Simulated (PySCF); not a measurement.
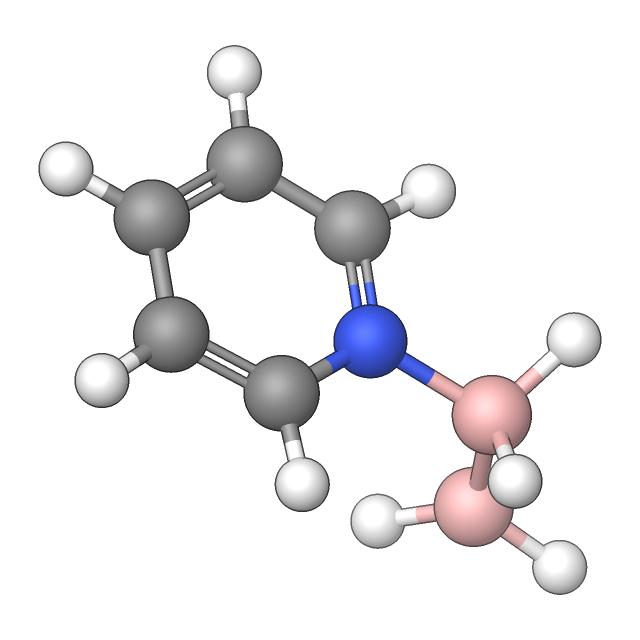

Ball-and-stick drawing of a structure. Double and triple bonds are drawn as two and three sticks. Colours: boron pink, nitrogen blue, carbon grey, hydrogen white.

Which formula does it have?

C₅H₉B₂N, 17 atoms: 5 carbon, 9 hydrogen, 2 boron and 1 nitrogen.

Does it have rings?

Independent rings (smallest set): 1 of 6 members, 1 of them aromatic.

Write the SMILES.

B[BH2-][n+]1ccccc1

More results for the same structure follow; atom numbers are the same in all pictures, views and colours differ. Computed geometry: PBE0-D3(BJ)/def2-SVP optimisation. No frequency run is at hand to confirm it as a minimum.

**Geometry**

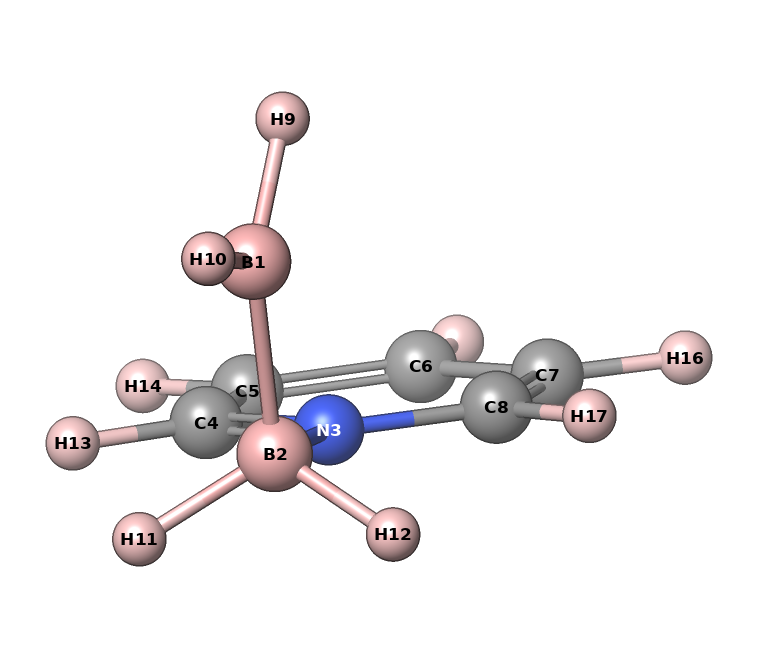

N3 lies behind B2. The molecule seen a little off the B2–N3 bond, B2 in front. Atoms fade into the background with distance from the viewer. No frequency run is at hand to confirm it as a minimum.

What is the torsion angle B1–B2–N3–C4? The sign is positive where the front bond must turn clockwise to cover the back bond.

−93°, about perpendicular.

**Spin–spin coupling**

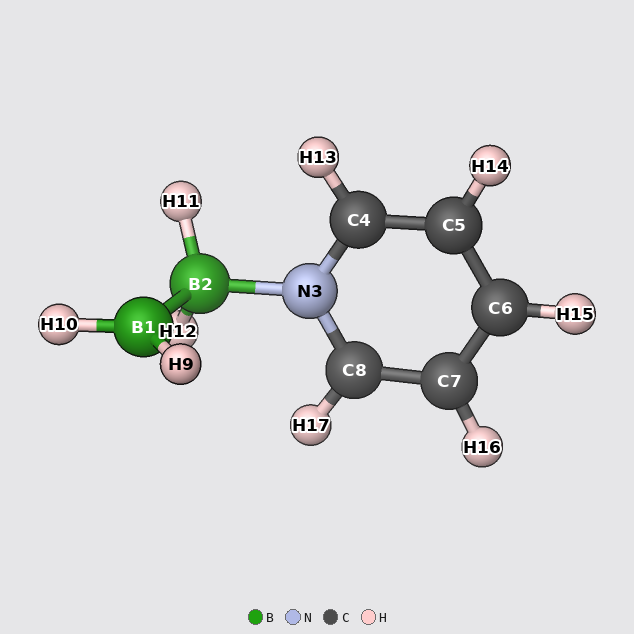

No frequency run is at hand to confirm it as a minimum. Properties computed with B3LYP/pcJ-1 indirect spin-spin coupling, non-relativistic, gas phase (PySCF 2.14.0). Isotopes: 11B, 13C, 1H, 15N.

Give the spin–spin coupling constants of these pairs, with the number of bonds between them: B1/H10, B1/H9, B1/B2, B1/H11, B2/H10, B2/C4, B2/H17.

```tsv
pair	bonds apart	J (Hz)
B1, H10	1	124.7
B1, H9	1	114.1
B1, B2	1	61.1
B1, H11	2	−5.7
B2, H10	2	6.0
B2, C4	2	2.2
B2, H17	3	2.7
```

**Bond orders**

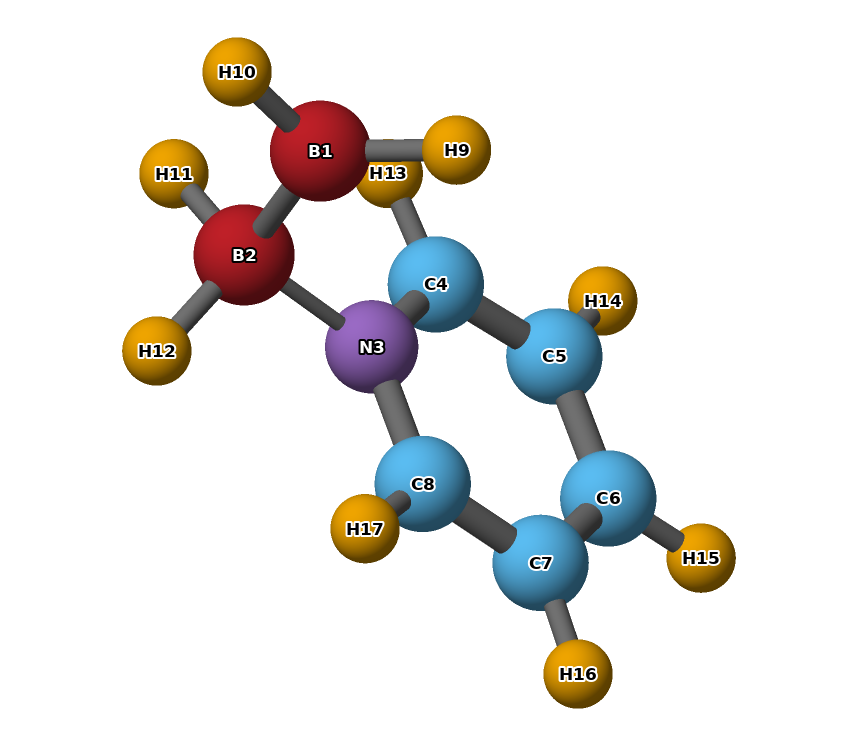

The thickness of each stick grows with its Mayer bond order. No frequency run is at hand to confirm it as a minimum. Computed with PBE0/pcSseg-1 (PySCF 2.14.0).

List the Mayer bond orders of B1–B2, B2–N3, N3–C4, N3–C8, C4–C5, C5–C6, C6–C7, C7–C8 (bonds between heavy atoms, one of each equivalent set).

| bond | Mayer order | length (Å) |
| --- | --- | --- |
| B1–B2 | 1.03 | 1.685 |
| B2–N3 | 0.59 | 1.589 |
| N3–C4 | 1.30 | 1.342 |
| N3–C8 | 1.30 | 1.342 |
| C4–C5 | 1.42 | 1.387 |
| C5–C6 | 1.41 | 1.393 |
| C6–C7 | 1.41 | 1.393 |
| C7–C8 | 1.42 | 1.386 |

**Dipole moment**

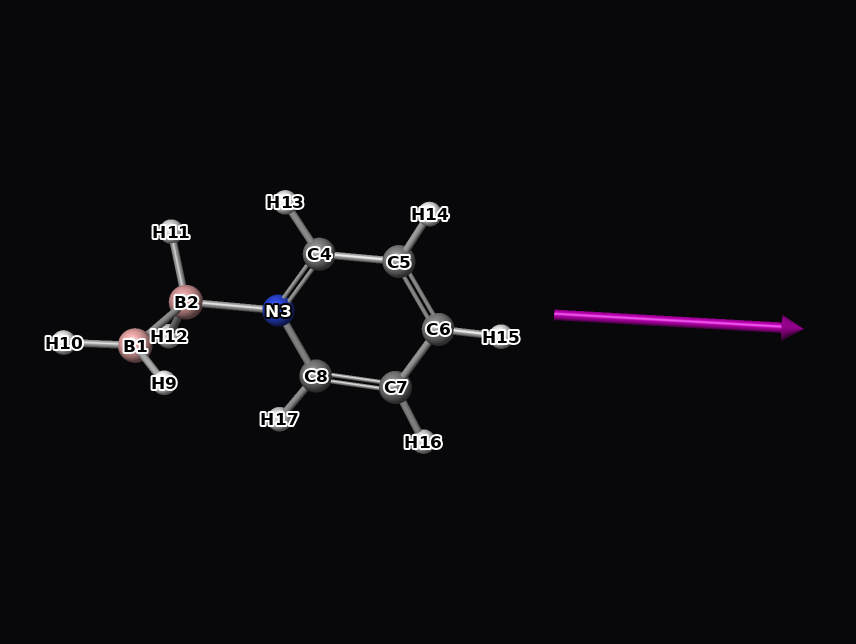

The arrow beside the molecule shows the direction of the dipole moment, from the negative to the positive end (its length means nothing). No frequency run is at hand to confirm it as a minimum. Properties computed with PBE0/pcSseg-1 in methanol (IEF-PCM) (PySCF 2.14.0).

Estimate the dipole moment.

8.56 D; it points from the side of H10 to the side of H15 (the outermost atoms at the two ends).
